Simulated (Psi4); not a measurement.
# LCCD/aug-cc-pV(D+d)Z (fitted SCF) run of AlHO2 (SMILES [O]=[Al][OH])

What is the energy change on altering one bond length of AlHO2 at LCCD/aug-cc-pV(D+d)Z (fitted SCF)? 

The calculation is run with Psi4 1.11.

4 further runs of the same task are left out: 1 that didn't finish, 3 set aside as unsound or not needed.

## (1) The system as given

AlHO2 has 4 atoms, charge 0, and is taken as a singlet. As SMILES, `[O]=[Al][OH]`. Geometry: a GFN2-xTB relaxation, a rough one for these elements and not checked as a minimum.

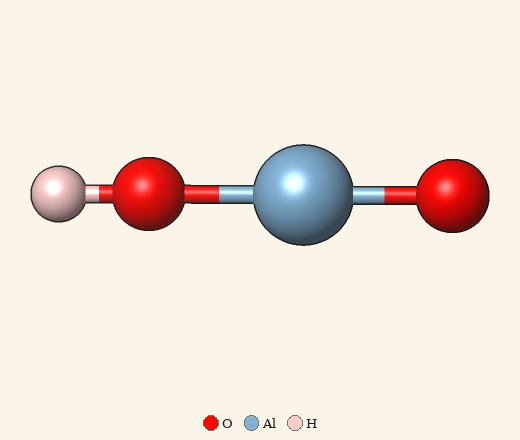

The structure, seen from a chosen angle (oxygen red, aluminium light blue, hydrogen pink).

## (2) The energy at LCCD/aug-cc-pV(D+d)Z (fitted SCF)

alho2.dat

```
memory 1600 MB

molecule molecule1 {
  O     -1.605830    -1.403740    -0.651200
  Al    -0.474020    -0.415070    -0.191330
  O      0.698750     0.609040     0.285100
  H      1.381100     1.209770     0.557430
  units angstrom
  symmetry c1
  no_reorient
  no_com
}

set freeze_core true
set cc_type conv

energy_value, wavefunction = energy('lccd/aug-cc-pV(D+d)Z', return_wfn=True)
```

The run is started by

```
$ psi4 -i alho2.dat -o alho2.out -n 1
```

alho2.out, shortened:

```text
[...]
  Running in c1 symmetry.
[...]
  Nuclear repulsion =   87.552350944766232
[...]
  Multiplicity = 1
[...]
  Nalpha       = 15
  Nbeta        = 15
[...]
    Number of basis functions: 87
[...]
   @RHF iter   1:  -391.96088157126053   -1.03197e+00   9.96166e-03 ADIIS/DIIS
[...]
   @RHF iter  11:  -392.27724338727148   -2.71712e-11   8.34012e-09 DIIS
[...]
    Orbital Energies [Eh]
    ---------------------
    Doubly Occupied:
       1A    -58.504655     2A    -20.605254     3A    -20.477002
       4A     -4.921922     5A     -3.237422     6A     -3.237422
       7A     -3.235799     8A     -1.369595     9A     -1.166824
      10A     -0.785136    11A     -0.566056    12A     -0.566055
      13A     -0.458541    14A     -0.403599    15A     -0.403599
[...]
  @RHF Final Energy:  -392.27724338727148
   => Energetics <=
    Nuclear Repulsion Energy =             87.5523509447662320
    One-Electron Energy =                -719.7814268314365336
    Two-Electron Energy =                 239.9518324993988472
    Total Energy =                       -392.2772433872714828
[...]
 Multipole Moments:
 ------------------------------------------------------------------------------------
     Multipole            Electronic (a.u.)      Nuclear  (a.u.)        Total (a.u.)
 ------------------------------------------------------------------------------------
 L = 1.  Multiply by 2.5417464519 to convert [e a0] to [Debye]
 Dipole X            :         24.6365164          -22.7481452            1.8883712
 Dipole Y            :         21.5778036          -19.9247809            1.6530227
 Dipole Z            :          9.9454702           -9.1815367            0.7639334
 Magnitude           :                                                    2.6233612
[...]
      * SCS-MP2 total energy:                 -392.736247397202
[...]
      * MP2 total energy:                     -392.752943877733
[...]
```

It took 21 s on 1 thread of AMD EPYC 7R43 (Zen 3), shared host; peak memory 0.57 GiB.

## (3) The distorted shape at the same level

alho2.xyz

```xyz
4
AlHO2
O     -2.083449    -1.824228    -0.841821
Al    -0.951639    -0.835558    -0.381951
O      0.221131     0.188552     0.094479
H      1.381100     1.209770     0.557430
```

alho2.py

```python
import psi4

psi4.set_memory(1600000000)
psi4.set_num_threads(1)
psi4.core.set_output_file('alho2.out', False)

with open('alho2.xyz') as f:
    atoms = ''.join(f.readlines()[2:])
geom = psi4.geometry('0 1\n' + atoms + 'symmetry c1\nno_reorient\nno_com')

psi4.set_options(dict(freeze_core=True, cc_type='conv'))

e = psi4.energy("lccd/aug-cc-pV(D+d)Z")
print(f'lccd/aug-cc-pV(D+d)Z energy: {e:.10f} Eh')
```

The run is started by

```
$ python alho2.py
```

alho2.out, shortened:

```text
[...]
  Running in c1 symmetry.
[...]
  Nuclear repulsion =   85.027776200810763
[...]
  Multiplicity = 1
[...]
  Nalpha       = 15
  Nbeta        = 15
[...]
    Number of basis functions: 87
[...]
   @RHF iter   1:  -391.72954469179678   -1.12581e+00   1.05191e-02 DIIS/ADIIS
[...]
   @RHF iter  13:  -392.10931343768749   -7.38964e-12   5.17593e-09 DIIS
[...]
    Orbital Energies [Eh]
    ---------------------
    Doubly Occupied:
       1A    -58.488407     2A    -20.606251     3A    -20.465899
       4A     -4.906091     5A     -3.221253     6A     -3.221253
       7A     -3.220079     8A     -1.279530     9A     -1.155766
      10A     -0.602302    11A     -0.528861    12A     -0.528861
      13A     -0.444949    14A     -0.393357    15A     -0.393357
[...]
  @RHF Final Energy:  -392.10931343768749
   => Energetics <=
    Nuclear Repulsion Energy =             85.0277762008107629
    One-Electron Energy =                -715.3617409679300181
    Two-Electron Energy =                 238.2246513294317651
    Total Energy =                       -392.1093134376874900
[...]
 Multipole Moments:
 ------------------------------------------------------------------------------------
     Multipole            Electronic (a.u.)      Nuclear  (a.u.)        Total (a.u.)
 ------------------------------------------------------------------------------------
 L = 1.  Multiply by 2.5417464519 to convert [e a0] to [Debye]
 Dipole X            :         51.3288791          -48.9226491            2.4062300
 Dipole Y            :         45.0767995          -42.9683886            2.1084109
 Dipole Z            :         20.5990933          -19.6279598            0.9711335
 Magnitude           :                                                    3.3434174
[...]
      * SCS-MP2 total energy:                 -392.596493577800
[...]
      * MP2 total energy:                     -392.613394884851
[...]
```

Standard output:

```text
lccd/aug-cc-pV(D+d)Z energy: -392.6129257227 Eh
```

Run time: 20 s. Hardware: 1 thread of AMD EPYC 7R43 (Zen 3), shared host; peak memory 0.56 GiB.

## (4) Summary of results

Level: LCCD/aug-cc-pV(D+d)Z (fitted SCF), 7 core orbitals frozen.

| quantity | value |
| --- | --- |
| first shape: total energy | -392.75383 Eh |
| first shape: HOMO energy (Hartree–Fock orbitals) | -10.98 eV |
| first shape: LUMO energy (Hartree–Fock orbitals) | 0.03 eV |
| first shape: HOMO–LUMO gap (Hartree–Fock orbitals) | 11.01 eV |
| first shape: correlation energy (7 core orbitals frozen) | -476.6 mEh |
| distorted shape: total energy | -392.61293 Eh |
| distorted shape: HOMO energy (Hartree–Fock orbitals) | -10.70 eV |
| distorted shape: LUMO energy (Hartree–Fock orbitals) | -1.60 eV |
| distorted shape: HOMO–LUMO gap (Hartree–Fock orbitals) | 9.10 eV |
| distorted shape: correlation energy (7 core orbitals frozen) | -503.6 mEh |
| energy change with the O3–H4 bond stretched from 0.949 to 1.613 Å | 3.834 eV |

**Reading.** With the O3–H4 bond stretched from 0.949 to 1.613 Å the energy rises by 3.83 eV (370 kJ/mol). The first shape isn't relaxed at this level, so the change isn't measured from a minimum.
